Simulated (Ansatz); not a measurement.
# WS: magnetic order and moments, part 2 of 2

The task, for WS: relax the cell, then find which magnetic order is lowest, then follow the energy without spin against volume.

Ansatz 0.2.0; DFT PBEsol, scalar-relativistic, plane waves, PAW. The steps go on from the part before.

**8. V/V0 = 1.06, start: no spin polarisation**

The input, input.yaml:

```yaml
crystal:
  lattice:
    - [0.0, 2.4979633296, 2.4979633296]
    - [2.4979633296, 0.0, 2.4979633296]
    - [2.4979633296, 2.4979633296, 0.0]
  atoms:
    - { symbol: W, position: [0.0, 0.0, 0.0] }
    - { symbol: S, position: [0.5, 0.5, 0.5] }
basis:
  ecutwfc: 420
kpoints:
  mp_grid: { grid: [14, 14, 14] }
hamiltonian:
  xc: pbesol
scf:
  occupations: { method: gaussian, width: 0.1 }
  lower_state_search: "off"
output:
  forces: true
  stress: true
  eigenvalues: true
```

The run is started by

```bash
$ ansatz run input.yaml --threads 1 --pin off --max-ram 2560MiB --backend cpu --events-out ev --progress --plain --runs-dir out
```

Output (excerpt; [...] marks lines left out):

```text
Warning: RAYON_NUM_THREADS=1 ignored (pool sized by the plan → 1); use --threads N
[...]
Pseudopotentials: kind: paw
Pseudopotential: W, paw, valence charge 14, recommended cutoff 420 eV (normal), W.paw.azcp
Pseudopotential: S, paw, valence charge 6, recommended cutoff 420 eV (normal), S.paw.azcp
Functional definition: PBEsol
[...]
Crystal: 2 atoms, lattice volume = 31.174 Å³
Basis set: ecut = 420 eV, 609 PW (Γ), exchange–correlation on 48×48×48 points (8 copies of the dense FFT grid, shifted against one another)
Bands: 14, of which v1, the nominal top of the filled ones, is band 10 counted from 1 (9 counted from 0)
Symmetry: 48 space group operations
Space group: Fm-3m (ITA 225), of the structure as read, at distance tolerance 3.1e-5 Å
k-points: 104 of 2744
[...]
SCF iter   1: F=—  HF=-11140.169968 eV  |F-HF|=—  |Δ(HF+E_count)|=         —  Δρ=8.89e-3  dr2=4.27e-2  ethr=1.77e-3  ⟨swp⟩=5.0  Hψ=8430  notcnv=0
[...]
SCF iter   6: F=-11140.158969 eV  HF=-11140.158969 eV  |F-HF|=6.01e-9  |Δ(HF+E_count)|=   9.22e-9  Δρ=5.80e-6  dr2=1.23e-8  ethr=5.00e-10  ⟨swp⟩=5.5  Hψ=6164  notcnv=0
[...]
SCF converged after 6 iterations
Free energy (F): -11140.158969 eV
[...]
E sigma→0 (E₀):  -11140.152637 eV
Entropy (-TS):   -0.012663 eV (-6.332 meV/atom)
Fermi energy:    17.322649 eV
[...]
--- Forces (eV/Å), atoms counted from 1 ---
  atom   1  W     -0.00000000    -0.00000000    -0.00000000
  atom   2  S      0.00000000     0.00000000     0.00000000
[...]
--- Stress (GPa, compression-positive) ---
      -10.955240      -0.000000       0.000000
       -0.000000     -10.955240      -0.000000
       -0.000000      -0.000000     -10.955240
  P = ⅓ Tr σ = -10.9552 GPa (-109.552 kbar)
--- Band table (eV; the first three rows and the last of 104) ---
  k-point 0: bands = ["-57.3734", "-21.6029", "-21.6029", "-21.6029", "0.3694", "13.9745", "13.9745", "13.9745", "14.7334", "14.7334", "14.7334", "15.2511", "15.2511", "19.1457"]
[...]
```

Run time: 1.6 s. Hardware: 1 thread of Intel Xeon 6975P-C (Granite Rapids), shared host; peak memory 0.36 GiB.

Result: -5570.0763 eV/atom at zero smearing, pressure -10.96 GPa and no gap on the mesh.

**9. V/V0 = 1.12, start: no spin polarisation**

Changes to input.yaml since step 8:

```diff
@@ -2,5 +2,5 @@
   lattice:
-    - [0.0, 2.4979633296, 2.4979633296]
-    - [2.4979633296, 0.0, 2.4979633296]
-    - [2.4979633296, 2.4979633296, 0.0]
+    - [0.0, 2.544232393, 2.544232393]
+    - [2.544232393, 0.0, 2.544232393]
+    - [2.544232393, 2.544232393, 0.0]
   atoms:
```

The run is started by

```bash
$ ansatz run input.yaml --threads 1 --pin off --max-ram 2560MiB --backend cpu --events-out ev --progress --plain --runs-dir out
```

Output (excerpt; [...] marks lines left out):

```text
Warning: RAYON_NUM_THREADS=1 ignored (pool sized by the plan → 1); use --threads N
[...]
[... 4 set-up lines as earlier in the session ...]
[...]
Crystal: 2 atoms, lattice volume = 32.938 Å³
Basis set: ecut = 420 eV, 645 PW (Γ), exchange–correlation on 50×50×50 points (8 copies of the dense FFT grid, shifted against one another)
Bands: 14, of which v1, the nominal top of the filled ones, is band 10 counted from 1 (9 counted from 0)
[... 1 set-up line as earlier in the session ...]
Space group: Fm-3m (ITA 225), of the structure as read, at distance tolerance 3.2e-5 Å
k-points: 104 of 2744
[...]
SCF iter   1: F=—  HF=-11140.006767 eV  |F-HF|=—  |Δ(HF+E_count)|=         —  Δρ=9.51e-3  dr2=5.32e-2  ethr=1.77e-3  ⟨swp⟩=5.0  Hψ=8435  notcnv=0
[...]
SCF iter   6: F=-11139.993245 eV  HF=-11139.993245 eV  |F-HF|=1.20e-8  |Δ(HF+E_count)|=   3.46e-8  Δρ=7.56e-6  dr2=2.39e-8  ethr=5.00e-10  ⟨swp⟩=5.9  Hψ=6495  notcnv=0
[...]
SCF converged after 6 iterations
Free energy (F): -11139.993245 eV
[...]
E sigma→0 (E₀):  -11139.986663 eV
Entropy (-TS):   -0.013164 eV (-6.582 meV/atom)
Fermi energy:    16.194696 eV
[...]
--- Forces (eV/Å), atoms counted from 1 ---
  atom   1  W     -0.00000000     0.00000000    -0.00000000
  atom   2  S      0.00000000    -0.00000000    -0.00000000
[...]
--- Stress (GPa, compression-positive) ---
      -18.688475      -0.000000       0.000000
        0.000000     -18.688475       0.000000
        0.000000      -0.000000     -18.688475
  P = ⅓ Tr σ = -18.6885 GPa (-186.885 kbar)
--- Band table (eV; the first three rows and the last of 104) ---
  k-point 0: bands = ["-58.5220", "-22.7331", "-22.7331", "-22.7331", "-0.3364", "12.9140", "12.9140", "12.9140", "13.8451", "13.8451", "13.8451", "14.3095", "14.3095", "17.5541"]
[...]
```

Wall time 1.7 s (1 thread of Intel Xeon 6975P-C (Granite Rapids), shared host); peak memory 0.36 GiB.

Result: -5569.9933 eV/atom at zero smearing, pressure -18.69 GPa and no gap on the mesh.

**10. V/V0 = 1.2, start: no spin polarisation**

Changes to input.yaml since step 9:

```diff
@@ -2,5 +2,5 @@
   lattice:
-    - [0.0, 2.544232393, 2.544232393]
-    - [2.544232393, 0.0, 2.544232393]
-    - [2.544232393, 2.544232393, 0.0]
+    - [0.0, 2.6034216904, 2.6034216904]
+    - [2.6034216904, 0.0, 2.6034216904]
+    - [2.6034216904, 2.6034216904, 0.0]
   atoms:
```

The run is started by

```bash
$ ansatz run input.yaml --threads 1 --pin off --max-ram 2560MiB --backend cpu --events-out ev --progress --plain --runs-dir out
```

Output (excerpt; [...] marks lines left out):

```text
Warning: RAYON_NUM_THREADS=1 ignored (pool sized by the plan → 1); use --threads N
[...]
[... 4 set-up lines as earlier in the session ...]
[...]
Crystal: 2 atoms, lattice volume = 35.291 Å³
Basis set: ecut = 420 eV, 701 PW (Γ), exchange–correlation on 50×50×50 points (8 copies of the dense FFT grid, shifted against one another)
Bands: 14, of which v1, the nominal top of the filled ones, is band 10 counted from 1 (9 counted from 0)
[... 1 set-up line as earlier in the session ...]
Space group: Fm-3m (ITA 225), of the structure as read, at distance tolerance 3.3e-5 Å
k-points: 104 of 2744
[...]
SCF iter   1: F=—  HF=-11139.680201 eV  |F-HF|=—  |Δ(HF+E_count)|=         —  Δρ=9.86e-3  dr2=6.24e-2  ethr=1.77e-3  ⟨swp⟩=5.0  Hψ=8402  notcnv=0
[...]
SCF iter   6: F=-11139.664794 eV  HF=-11139.664794 eV  |F-HF|=1.50e-8  |Δ(HF+E_count)|=   2.75e-8  Δρ=7.15e-6  dr2=2.57e-8  ethr=5.00e-10  ⟨swp⟩=5.8  Hψ=6287  notcnv=0
[...]
SCF converged after 6 iterations
Free energy (F): -11139.664794 eV
[...]
E sigma→0 (E₀):  -11139.657669 eV
Entropy (-TS):   -0.014250 eV (-7.125 meV/atom)
Fermi energy:    14.851221 eV
[...]
--- Forces (eV/Å), atoms counted from 1 ---
  atom   1  W     -0.00000000     0.00000000     0.00000000
  atom   2  S      0.00000000    -0.00000000    -0.00000000
[...]
--- Stress (GPa, compression-positive) ---
      -25.484366       0.000000       0.000000
        0.000000     -25.484366       0.000000
        0.000000       0.000000     -25.484366
  P = ⅓ Tr σ = -25.4844 GPa (-254.844 kbar)
--- Band table (eV; the first three rows and the last of 104) ---
  k-point 0: bands = ["-59.8907", "-24.0817", "-24.0817", "-24.0817", "-1.1745", "11.6633", "11.6633", "11.6633", "12.7772", "12.7772", "12.7772", "13.1815", "13.1815", "15.6839"]
[...]
```

Run time: 1.7 s. Hardware: 1 thread of Intel Xeon 6975P-C (Granite Rapids), shared host; peak memory 0.36 GiB.

This run gives -5569.8288 eV/atom at zero smearing, pressure -25.48 GPa and no gap on the mesh.

**11. V/V0 = 1.3, start: no spin polarisation**

Changes to input.yaml since step 10:

```diff
@@ -2,5 +2,5 @@
   lattice:
-    - [0.0, 2.6034216904, 2.6034216904]
-    - [2.6034216904, 0.0, 2.6034216904]
-    - [2.6034216904, 2.6034216904, 0.0]
+    - [0.0, 2.673818277, 2.673818277]
+    - [2.673818277, 0.0, 2.673818277]
+    - [2.673818277, 2.673818277, 0.0]
   atoms:
```

The run is started by

```bash
$ ansatz run input.yaml --threads 1 --pin off --max-ram 2560MiB --backend cpu --events-out ev --progress --plain --runs-dir out
```

Output (excerpt; [...] marks lines left out):

```text
Warning: RAYON_NUM_THREADS=1 ignored (pool sized by the plan → 1); use --threads N
[...]
[... 4 set-up lines as earlier in the session ...]
[...]
Crystal: 2 atoms, lattice volume = 38.232 Å³
Basis set: ecut = 420 eV, 725 PW (Γ), exchange–correlation on 54×54×54 points (8 copies of the dense FFT grid, shifted against one another)
Bands: 14, of which v1, the nominal top of the filled ones, is band 10 counted from 1 (9 counted from 0)
[... 1 set-up line as earlier in the session ...]
Space group: Fm-3m (ITA 225), of the structure as read, at distance tolerance 3.4e-5 Å
k-points: 104 of 2744
[...]
SCF iter   1: F=—  HF=-11139.164045 eV  |F-HF|=—  |Δ(HF+E_count)|=         —  Δρ=9.64e-3  dr2=6.41e-2  ethr=1.77e-3  ⟨swp⟩=5.0  Hψ=8368  notcnv=0
[...]
SCF iter   6: F=-11139.148923 eV  HF=-11139.148923 eV  |F-HF|=1.32e-8  |Δ(HF+E_count)|=   8.04e-8  Δρ=6.98e-6  dr2=2.57e-8  ethr=5.00e-10  ⟨swp⟩=5.5  Hψ=6090  notcnv=0
[...]
SCF converged after 6 iterations
Free energy (F): -11139.148923 eV
[...]
E sigma→0 (E₀):  -11139.140497 eV
Entropy (-TS):   -0.016852 eV (-8.426 meV/atom)
Fermi energy:    13.381613 eV
[...]
--- Forces (eV/Å), atoms counted from 1 ---
  atom   1  W     -0.00000000     0.00000000    -0.00000000
  atom   2  S      0.00000000    -0.00000000     0.00000000
[...]
--- Stress (GPa, compression-positive) ---
      -30.156226      -0.000000       0.000000
       -0.000000     -30.156226      -0.000000
        0.000000      -0.000000     -30.156226
  P = ⅓ Tr σ = -30.1562 GPa (-301.562 kbar)
--- Band table (eV; the first three rows and the last of 104) ---
  k-point 0: bands = ["-61.3871", "-25.5585", "-25.5585", "-25.5585", "-2.0873", "10.3168", "10.3168", "10.3168", "11.5971", "11.5971", "11.5971", "11.9406", "11.9406", "13.6816"]
[...]
```

Wall time 2.5 s (1 thread of Intel Xeon 6975P-C (Granite Rapids), shared host); peak memory 0.36 GiB.

Result: -5569.5702 eV/atom at zero smearing, pressure -30.16 GPa and no gap on the mesh.

**12. Summary: the volume**

The cell is scaled evenly at fixed fractional positions; V0 is the volume of the base cell. Start: no spin polarisation.

```csv
V/V0,energy above the lowest (meV/atom),pressure (GPa)
1.06,0.00,-11.0
1.12,83.0,-18.7
1.20,247,-25.5
1.30,506,-30.2
```

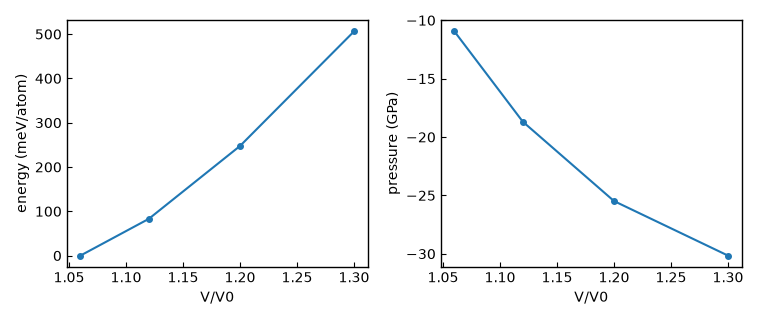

Energy above the lowest point and pressure against volume.

**13. Results**

What follows sums up all 2 parts. Changes of volume or cell count from the first structure of part 1.

| quantity | value |
| --- | --- |
| relaxed cell (conventional) | a = 4.900 Å, b = 4.900 Å, c = 4.900 Å, α = 90.00°, β = 90.00°, γ = 90.00° |
| space group (0.01 Å) | Fm-3m (No. 225) |
| volume | 14.70 Å³/atom |
| formation energy (elements from runs with the same settings, not shown) | +0.62 eV/atom |
| magnetic state | non-magnetic from all starts in the table |
| lowest point, start “no spin polarisation” | V/V0 = 1.06 |

In words: The relaxed volume is 8.2 % larger than at the start. No start in the table keeps a moment. For the start “no spin polarisation” the lowest point lies at V/V0 = 1.06, the smallest volume tried; all points are expanded cells, and the minimum lies below them. Spin-orbit coupling is left out for W.
